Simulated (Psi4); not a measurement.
**BHLYP/def2-SVP (core potential) run of SnH2F2 (SMILES [F][SnH2][F])**

Aim: the vertical ionisation energy of SnH2F2 at BHLYP/def2-SVP (core potential), from 2 runs. 

The results are computed with Psi4 1.11.

**1. The molecule**

SnH2F2: 5 atoms, total charge 0, spin state singlet. As SMILES, `[F][SnH2][F]`. Geometry: relaxed at PBE0-D4/def2-TZVP.

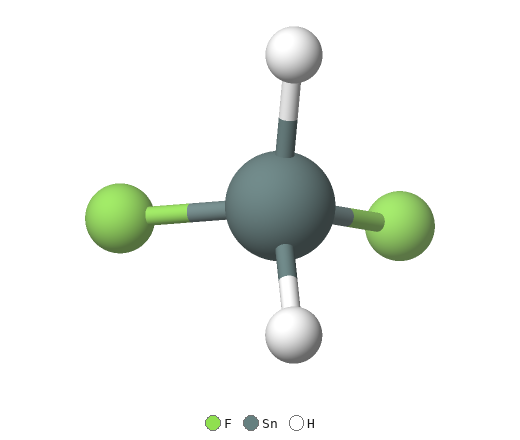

Viewed from a chosen angle; fluorine green, tin teal, hydrogen white.

**2. A single-point energy at BHLYP/def2-SVP (core potential)**

calc.dat

```
memory 2.2 GB

molecule {
  0 1
  F
  Sn 1 1.908777
  F 2 1.908826 1 103.28226
  H 2 1.692281 1 107.06537 3 -112.82323
  H 2 1.69228 4 123.55331 1 124.88985
  symmetry c1
}

set basis def2-SVP
set puream true
set e_convergence 1e-09
set d_convergence 1e-08
set scf_type pk
set dft_radial_points 99
set dft_spherical_points 590

E, wfn = energy('bhhlyp', return_wfn=True)
oeprop(wfn, 'LOWDIN_CHARGES', 'DIPOLE', 'WIBERG_LOWDIN_INDICES', title='BHHLYP')
```

The run is started by

```
$ psi4 -n 1 calc.dat calc.out
```

calc.out:

```text
[...]
    !!!  WARNING: ECP capability is in beta. Please check occupations closely.  !!!
[...]
  Running in c1 symmetry.
[...]
  Nuclear repulsion =  144.609739608960439
[...]
  Multiplicity = 1
[...]
  Nalpha       = 21
  Nbeta        = 21
[...]
    Number of basis functions: 64
[...]
   @RKS iter   1:  -414.78226810304017   -1.89403e+00   9.31289e-03 ADIIS/DIIS
[...]
   @RKS iter  10:  -414.90531241545114   -4.26326e-12   6.02874e-09 DIIS
[...]
    Orbital Energies [Eh]
    ---------------------
    Doubly Occupied:
       1A    -25.258808     2A    -25.258785     3A     -5.454263
       4A     -3.740442     5A     -3.739280     6A     -3.736274
       7A     -1.291577     8A     -1.279629     9A     -1.203259
      10A     -1.201951    11A     -1.199777    12A     -1.186238
      13A     -1.165613    14A     -0.622660    15A     -0.500308
      16A     -0.499533    17A     -0.495479    18A     -0.470354
      19A     -0.462568    20A     -0.449961    21A     -0.409877
[...]
  @RKS Final Energy:  -414.90531241545114
   => Energetics <=
    Nuclear Repulsion Energy =            144.6097396089604388
    One-Electron Energy =                -945.0207695444557885
    Two-Electron Energy =                 406.1952378275686328
    DFT Exchange-Correlation Energy =     -20.6895203075244183
    Empirical Dispersion Energy =           0.0000000000000000
    VV10 Nonlocal Energy =                  0.0000000000000000
    Total Energy =                       -414.9053124154511352
[...]
 Multipole Moments:
 ------------------------------------------------------------------------------------
     Multipole            Electronic (a.u.)      Nuclear  (a.u.)        Total (a.u.)
 ------------------------------------------------------------------------------------
 L = 1.  Multiply by 2.5417464519 to convert [e a0] to [Debye]
 Dipole X            :          0.0000931           -0.0000620            0.0000311
 Dipole Y            :         13.4560578          -12.3347082            1.1213496
 Dipole Z            :         10.6489577           -9.7615837            0.8873741
 Magnitude           :                                                    1.4299852
[...]
```

It took 14 s on 1 thread of Intel Xeon at 2.50GHz (Skylake/Cascade Lake), shared host; peak memory 0.66 GiB.

**3. The doublet cation: energy and gradient at UBHLYP/def2-SVP (core potential)**

input.dat

```
memory 2200 MB

molecule m {
  1 2
  F     -0.64912092    -0.67330942     3.29076907
  Sn     0.24358570    -0.13832795    -0.16289439
  F     -2.32663080     2.09891881    -1.34624089
  H     -0.16516206    -2.92359529    -1.68015550
  H      2.99181440     1.49685206    -0.17952398
  units au
  symmetry c1
}

set {
  reference            uks
  puream               true
  e_convergence        1e-09
  d_convergence        1e-08
  scf_type             pk
  dft_radial_points    99
  dft_spherical_points 590
  maxiter              100
}

gradient("bhhlyp/def2-SVP")
```

The run is started by

```
$ psi4 -n 1 input.dat output.dat
```

output.dat (excerpt; [...] marks lines left out):

```text
[...]
    !!!  WARNING: ECP capability is in beta. Please check occupations closely.  !!!
[...]
  Running in c1 symmetry.
[...]
  Nuclear repulsion =  144.609737176078340
[...]
  Multiplicity = 2
[...]
  Nalpha       = 21
  Nbeta        = 20
[...]
    Number of basis functions: 64
[...]
   @UKS iter   1:  -414.27484642590701   -1.40533e+00   9.58276e-03 DIIS/ADIIS
[...]
   @UKS iter  19:  -414.44220888522176   -5.57066e-12   9.54822e-09 DIIS
[...]
   @S^2 Observed:                7.844037844E-01
[...]
  @UKS Final Energy:  -414.44220888522176
   => Energetics <=
    Nuclear Repulsion Energy =            144.6097371760783403
    One-Electron Energy =                -933.6642127012866013
    Two-Electron Energy =                 395.0961523927994676
    DFT Exchange-Correlation Energy =     -20.4838857528129239
    Empirical Dispersion Energy =           0.0000000000000000
    VV10 Nonlocal Energy =                  0.0000000000000000
    Total Energy =                       -414.4422088852217598
[...]
 Multipole Moments:
 ------------------------------------------------------------------------------------
     Multipole            Electronic (a.u.)      Nuclear  (a.u.)        Total (a.u.)
 ------------------------------------------------------------------------------------
 L = 1.  Multiply by 2.5417464519 to convert [e a0] to [Debye]
 Dipole X            :         13.8510852          -12.1669827            1.6841025
 Dipole Y            :         -6.8087491            5.9808578           -0.8278913
 Dipole Z            :         -9.0808904            7.9766790           -1.1042114
 Magnitude           :                                                    2.1773580
[...]
  -Total Gradient:
     Atom            X                  Y                   Z
    ------   -----------------  -----------------  -----------------
       1       -0.004923846545    -0.000074756616     0.010580680107
       2        0.040283295593    -0.019814372226    -0.026400791332
       3       -0.009239211573     0.007044296524    -0.001311053911
       4       -0.003631624420     0.019768558852     0.013133439984
       5       -0.022640029866    -0.006849203479     0.004096811147
[...]
```

Run time: 42 s. Hardware: 1 thread of Intel Xeon at 2.50GHz (Skylake/Cascade Lake), shared host; peak memory 0.66 GiB.

**4. Outcome**

Level: BHLYP/def2-SVP (core potential).

```
                                          quantity          value
                      singlet SnH2F2: total energy  -414.90531 Eh
                     singlet SnH2F2: dipole moment         3.63 D
                       singlet SnH2F2: HOMO energy      -11.15 eV
                       singlet SnH2F2: LUMO energy        0.34 eV
                     singlet SnH2F2: HOMO–LUMO gap       11.50 eV
                      doublet cation: total energy  -414.44221 Eh
doublet cation: HOMO energy (highest over α and β)      -18.28 eV
 doublet cation: LUMO energy (lowest over α and β)      -14.05 eV
                              doublet cation: ⟨S²⟩          0.784
          doublet cation: largest force on an atom     2.678 eV/Å
vertical ionisation energy (to the doublet cation)      12.602 eV
```

In words: Removing an electron at fixed nuclei costs 12.60 eV (291 kcal/mol). The negative HOMO energy of the first species, 11.15 eV, lies 1.45 eV below that difference.
